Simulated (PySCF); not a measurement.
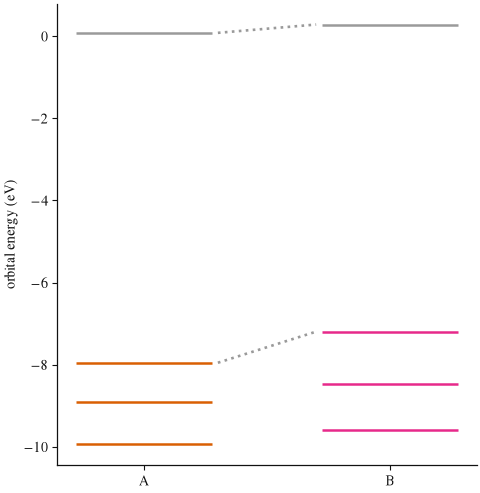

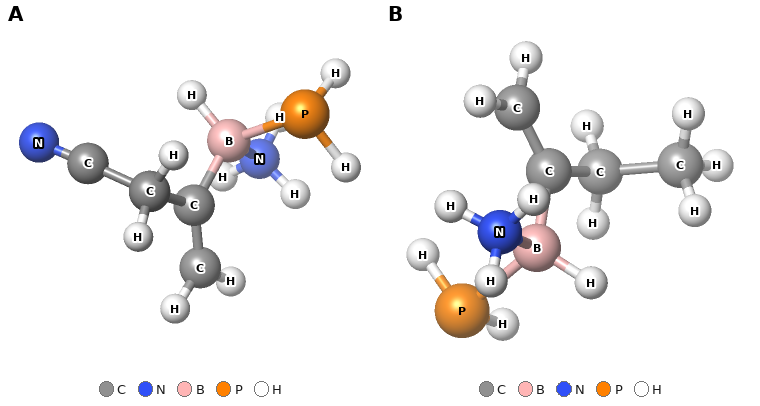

Related molecules: A is C₄H₁₀BN₂P, SMILES C=C(CC#N)[B@H-]([NH3+])P; B is C₄H₁₃BNP, SMILES C=C(CC)[B@@H-]([NH3+])P. Frontier orbital energies, CAM-B3LYP/def2-SVPD with PySCF, at a GFN2-xTB geometry (no frequency check); drawn are at most three filled levels and, in grey, the LUMO with any level within 0.03 eV of it; dotted lines join the HOMOs and the LUMOs.

What does the change do to the frontier levels?

From A to B the HOMO rises by 0.76 eV and the LUMO rises by 0.20 eV, so the separation goes from 8.04 to 7.48 eV.

Limits of at least one run: empty levels above zero depend strongly on the basis; one conformer of a flexible molecule; the tight-binding geometry is rougher than a DFT one and adds to the error.
